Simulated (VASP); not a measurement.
**MnCuO2 (Crednerite): structure and properties in VASP**

Aim: relax MnCuO2 (Crednerite) with PBEsol + U, compute its properties on that cell and hold them against experiment. The steps: relaxing cell and atoms (PBEsol + U), second relaxation, single point with fields (PBEsol + U), band structure (PBEsol + U), total and projected DOS (PBEsol + U), zone-centre phonons (PBEsol + U), volume scan with PBEsol + U, fit for PBEsol + U and self-consistent run (PBEsol + U), changed input. The start is a cell from a database of measured crystal structures.

Program: VASP 6.6.1. Level of theory: PBEsol, DFT+U (Cu d 5 eV, Mn d 4 eV), spin-polarised from a ferromagnetic start; plane waves and PAW (Mn_pv, Cu, O). Results are calculated unless marked as measured.

Experimental background.

“Decoupling lattice and magnetic instabilities in frustrated CuMnO2” (2021, arxiv:2104.06281) reports for CuMnO2, monoclinic distorted delafossite, by Raman scattering (stoichiometric polycrystalline): Raman mode (Ag in-plane mode) 312.5 ± 0.2 cm⁻¹ [weak line; symmetry label assigned by the authors]; Raman mode (Bg in-plane mode) 388.8 ± 0.2 cm⁻¹ [weak line; symmetry label assigned by the authors]; Raman mode (Ag, O-Cu-O stretch) 688.7 ± 0.03 cm⁻¹.

The database entry behind the starting cell differs from later determinations by our own check (a about 1 % short, old inner coordinates), so it need not match the best structure at ambient conditions.

## Step 1: The structure

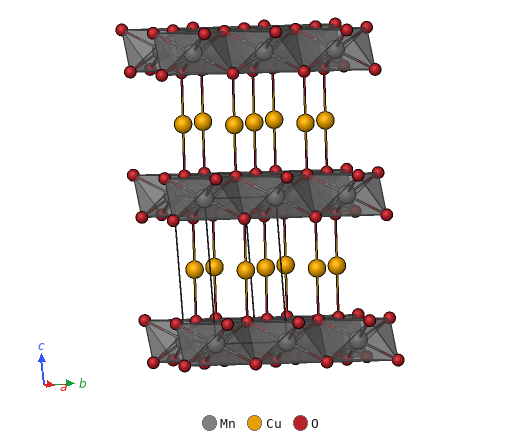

The cell as given, slightly off an axis (manganese grey, copper orange, oxygen red). 1×2×2 cells are drawn. This picture shows the conventional cell, with its axes. Some periodic images of atoms are drawn too.

Coordinates:

```cif
data_structure
_symmetry_space_group_name_H-M 'C2/m'
_symmetry_Int_Tables_number 12
_cell_length_a 5.5300
_cell_length_b 2.8840
_cell_length_c 5.8980
_cell_angle_alpha 90.000
_cell_angle_beta 104.600
_cell_angle_gamma 90.000
_cell_volume 91.03
loop_
_atom_site_label
_atom_site_type_symbol
_atom_site_symmetry_multiplicity
_atom_site_Wyckoff_symbol
_atom_site_fract_x
_atom_site_fract_y
_atom_site_fract_z
_atom_site_occupancy
Mn1 Mn 2 a 0.00000 0.00000 0.00000 1
Cu1 Cu 2 d 0.00000 0.50000 0.50000 1
O1 O 4 i 0.91600 0.50000 0.14300 1
```

## Step 2: Relaxing cell and atoms (PBEsol + U)

The start need not lie at this functional's minimum. ISIF = 3 frees volume, shape and positions, and EDIFFG sets the threshold on forces and stress at which the search stops. PBEsol restores the gradient expansion of exchange and is tuned for the cells of solids. A Hubbard U penalises fractional filling of the localised shell, which semilocal functionals favour.

INCAR

```
SYSTEM = MnCuO2
PREC = Accurate
ENCUT = 520
EDIFF = 1E-06
NELM = 100
ISMEAR = 0
SIGMA = 0.05
LREAL = .FALSE.
ALGO = Normal
GGA = PS
NBANDS = 26
ISPIN = 2
MAGMOM = 4 0.6 0 0
LDAU = .TRUE.
LDAUTYPE = 2
LDAUL = 2 2 -1
LDAUU = 4 5 0
LDAUJ = 0 0 0
LDAUPRINT = 1
LASPH = .TRUE.
LMAXMIX = 4
LORBIT = 11
LWAVE = .FALSE.
LCHARG = .FALSE.
KPAR = 4
IBRION = 2
NSW = 60
ISIF = 3
EDIFFG = -0.01
```

POSCAR

```
MnCuO2
1.0
    2.7650000000     -1.4420000000      0.0000000000
    2.7650000000      1.4420000000      0.0000000000
   -1.4867050749      0.0000000000      5.7075486875
Mn Cu O
1 1 2
Direct
    0.0000000000      0.0000000000      0.0000000000
    0.5000000000      0.5000000000      0.5000000000
    0.4160000000      0.4160000000      0.1430000000
    0.5840000000      0.5840000000      0.8570000000
```

KPOINTS

```
Automatic mesh
0
Gamma
9 9 4
0 0 0
```

PAW data sets: Mn_pv, Cu and O (PBE family, release 64).

Command:

```sh
$ mpirun -np 4 vasp_std
```

Output:

```text
[banner, memory and clock lines left out]
running    4 mpi-ranks, on    1 nodes
 distrk:  each k-point on    1 cores,    4 groups
 distr:  one band on    1 cores,    1 groups

 POSCAR found type information on POSCAR MnCuO
 POSCAR found :  3 types and       4 ions
|                                                                             |
|               ----> ADVICE to this user running VASP <----                  |
|                                                                             |
|     You enforced a specific xc type in the INCAR file but a different       |
|     [... a line on the potential file left out ...]
|     I HOPE YOU KNOW WHAT YOU ARE DOING!                                     |
|                                                                             |

 LDA part: xc-table for (Slater+PW92), standard interpolation
 POSCAR, INCAR and KPOINTS ok, starting setup
 FFT: planning ... GRIDC
 FFT: planning ... GRID_SOFT
 FFT: planning ... GRID
 WAVECAR not read
 entering main loop
       N       E                     dE             d eps       ncg     rms          rms(c)
DAV:   1     0.374445149108E+03    0.37445E+03   -0.19087E+04 10408   0.190E+03
DAV:   2     0.112278377134E+02   -0.36322E+03   -0.33956E+03 10362   0.445E+02
DAV:   3    -0.272526110011E+02   -0.38480E+02   -0.37299E+02 11314   0.157E+02
DAV:   4    -0.284758141807E+02   -0.12232E+01   -0.12175E+01 11710   0.286E+01
DAV:   5    -0.285096855472E+02   -0.33871E-01   -0.33859E-01 12032   0.507E+00    0.328E+01
DAV:   6    -0.247952541928E+02    0.37144E+01   -0.41839E+01 13546   0.810E+01    0.269E+01
DAV:   7    -0.240846420987E+02    0.71061E+00   -0.60428E+00 10730   0.437E+01    0.168E+01
DAV:   8    -0.241617959729E+02   -0.77154E-01   -0.90446E-01 12404   0.809E+00    0.904E+00
DAV:   9    -0.241106085250E+02    0.51187E-01   -0.20387E-01 15374   0.100E+01    0.185E+00
DAV:  10    -0.241137030287E+02   -0.30945E-02   -0.54151E-02 14726   0.594E+00    0.854E-01
DAV:  11    -0.241148528508E+02   -0.11498E-02   -0.81304E-03 13714   0.201E+00    0.299E-01
DAV:  12    -0.241149707003E+02   -0.11785E-03   -0.10080E-03 12722   0.375E-01    0.141E-01
DAV:  13    -0.241149701575E+02    0.54280E-06   -0.19782E-04 11888   0.222E-01    0.524E-02
DAV:  14    -0.241149724482E+02   -0.22907E-05   -0.40873E-05 14148   0.156E-01    0.115E-02
DAV:  15    -0.241149727472E+02   -0.29894E-06   -0.43865E-06 12614   0.401E-02
   1 F= -.24114973E+02 E0= -.24114924E+02  d E =-.241150E+02  mag=     3.9972
 curvature:   0.00 expect dE= 0.000E+00 dE for cont linesearch  0.000E+00
 trial: gam= 0.00000 g(F)=  0.460E+01 g(S)=  0.210E+01 ort = 0.000E+00 (trialstep = 0.100E+01)
 search vector abs. value=  0.669E+01
 bond charge predicted
       N       E                     dE             d eps       ncg     rms          rms(c)
DAV:   1    -0.339233487470E+02   -0.98084E+01   -0.15213E+03 12832   0.501E+02    0.479E+01
DAV:   2    -0.322406866889E+02    0.16827E+01   -0.18936E+02 12432   0.192E+02    0.607E+01
DAV:   3    -0.268891170984E+02    0.53516E+01   -0.13235E+01 14134   0.404E+01    0.236E+01
DAV:   4    -0.251649465624E+02    0.17242E+01   -0.98149E+00 14936   0.314E+01    0.116E+01
DAV:   5    -0.249767953258E+02    0.18815E+00   -0.25079E+00 12724   0.367E+01    0.924E+00
DAV:   6    -0.249257116291E+02    0.51084E-01   -0.85397E-01 13444   0.318E+01    0.392E+00
DAV:   7    -0.249143599668E+02    0.11352E-01   -0.48691E-01 12674   0.191E+01    0.303E+00
DAV:   8    -0.248939223811E+02    0.20438E-01   -0.94561E-02 14536   0.645E+00    0.758E-01
DAV:   9    -0.248959628330E+02   -0.20405E-02   -0.11917E-02 15080   0.172E+00    0.269E-01
DAV:  10    -0.248962424298E+02   -0.27960E-03   -0.18694E-03 13508   0.526E-01    0.116E-01
DAV:  11    -0.248962497033E+02   -0.72734E-05   -0.23380E-04 12510   0.248E-01    0.596E-02
DAV:  12    -0.248962622186E+02   -0.12515E-04   -0.30235E-05 13886   0.652E-02    0.253E-02
DAV:  13    -0.248962621969E+02    0.21695E-07   -0.85499E-06 12210   0.289E-02
   2 F= -.24896262E+02 E0= -.24894836E+02  d E =-.781289E+00  mag=     4.0000
[... from here on, the cycles between the ionic steps are left out ...]
   3 F= -.25541256E+02 E0= -.25541238E+02  d E =-.142628E+01  mag=     4.0000
   4 F= -.25544100E+02 E0= -.25544091E+02  d E =-.142913E+01  mag=     4.0000
   5 F= -.25544422E+02 E0= -.25544418E+02  d E =-.142945E+01  mag=     4.0000
   6 F= -.25689463E+02 E0= -.25689461E+02  d E =-.145041E+00  mag=     4.0000
   7 F= -.25724639E+02 E0= -.25724638E+02  d E =-.180217E+00  mag=     4.0000
   8 F= -.25724635E+02 E0= -.25724634E+02  d E =-.180213E+00  mag=     4.0000
   9 F= -.25746588E+02 E0= -.25746588E+02  d E =-.219533E-01  mag=     4.0000
  10 F= -.25748745E+02 E0= -.25748745E+02  d E =-.241103E-01  mag=     4.0000
  11 F= -.25755785E+02 E0= -.25755785E+02  d E =-.703986E-02  mag=     4.0000
  12 F= -.25755804E+02 E0= -.25755804E+02  d E =-.705842E-02  mag=     4.0000
  13 F= -.25757148E+02 E0= -.25757148E+02  d E =-.134433E-02  mag=     4.0000
  14 F= -.25757156E+02 E0= -.25757156E+02  d E =-.135281E-02  mag=     4.0000
  15 F= -.25758193E+02 E0= -.25758193E+02  d E =-.103645E-02  mag=     4.0000
  16 F= -.25758706E+02 E0= -.25758706E+02  d E =-.154982E-02  mag=     4.0000
  17 F= -.25759449E+02 E0= -.25759449E+02  d E =-.742756E-03  mag=     4.0000
  18 F= -.25759536E+02 E0= -.25759536E+02  d E =-.829516E-03  mag=     4.0000
  19 F= -.25760116E+02 E0= -.25760116E+02  d E =-.580718E-03  mag=     4.0000
  20 F= -.25761208E+02 E0= -.25761208E+02  d E =-.167241E-02  mag=     4.0000
  21 F= -.25760658E+02 E0= -.25760658E+02  d E =-.112204E-02  mag=     4.0000
  22 F= -.25761438E+02 E0= -.25761438E+02  d E =-.190271E-02  mag=     4.0000
  23 F= -.25761965E+02 E0= -.25761965E+02  d E =-.526936E-03  mag=     4.0000
  24 F= -.25761968E+02 E0= -.25761968E+02  d E =-.529703E-03  mag=     4.0000
  25 F= -.25762101E+02 E0= -.25762101E+02  d E =-.132718E-03  mag=     4.0000
  26 F= -.25762114E+02 E0= -.25762114E+02  d E =-.146361E-03  mag=     4.0000
  27 F= -.25762154E+02 E0= -.25762154E+02  d E =-.392334E-04  mag=     4.0000
  28 F= -.25762170E+02 E0= -.25762170E+02  d E =-.552794E-04  mag=     4.0000
  29 F= -.25762164E+02 E0= -.25762164E+02  d E =0.588305E-05  mag=     4.0000
 trial-energy change:    0.000006  1 .order   -0.000011   -0.000068    0.000047
 step:   0.3679(harm=  0.5625)  dis= 0.00003  next Energy=   -25.762182 (dE=-0.121E-04)
 bond charge predicted
       N       E                     dE             d eps       ncg     rms          rms(c)
DAV:   1    -0.257626302812E+02   -0.46602E-03   -0.78634E-03 10612   0.143E+00    0.187E-01
DAV:   2    -0.257622471041E+02    0.38318E-03   -0.22868E-03 11670   0.112E+00    0.134E-01
DAV:   3    -0.257621924464E+02    0.54658E-04   -0.35302E-04 12700   0.591E-01    0.443E-02
DAV:   4    -0.257621843198E+02    0.81267E-05   -0.45229E-05 14720   0.150E-01    0.291E-02
DAV:   5    -0.257621825498E+02    0.17699E-05   -0.12020E-05 11898   0.801E-02    0.197E-02
DAV:   6    -0.257621806278E+02    0.19220E-05   -0.35315E-06 10420   0.762E-02    0.461E-03
DAV:   7    -0.257621805053E+02    0.12251E-06   -0.97644E-07  5794   0.128E-02
  30 F= -.25762181E+02 E0= -.25762181E+02  d E =-.107442E-04  mag=     4.0000
 curvature:  -0.22 expect dE=-0.155E-05 dE for cont linesearch -0.195E-06
 trial: gam= 0.15118 g(F)=  0.250E-06 g(S)=  0.688E-05 ort =-0.813E-05 (trialstep = 0.833E+00)
 search vector abs. value=  0.635E-05
 reached required accuracy - stopping structural energy minimisation
```

Elapsed: 9.8 min, on 4 MPI ranks of AMD EPYC 9R45, shared host; peak memory 1.3 GiB; 39 min of CPU time.

The logs omit lines about the potential files and the build; timing stands in the text.

(Continued in part 2 of 11.)

[Lines on the potential files, build, host, timing and source positions are cut from VASP's logs without a mark.]

[Logs are printed without paths, hosts, clocks, repeated set-up lines and the standing remarks that a program may print on its own settings, such as how far it seeks lower states.]

[Hosts, paths, dates, database ids (printed as entryN), source tags and the programs' standing remarks are cut or masked in the printed files.]

[Measured values are set beside computed ones only where the two were judged alike; some that the calculation misses by far are left out.]
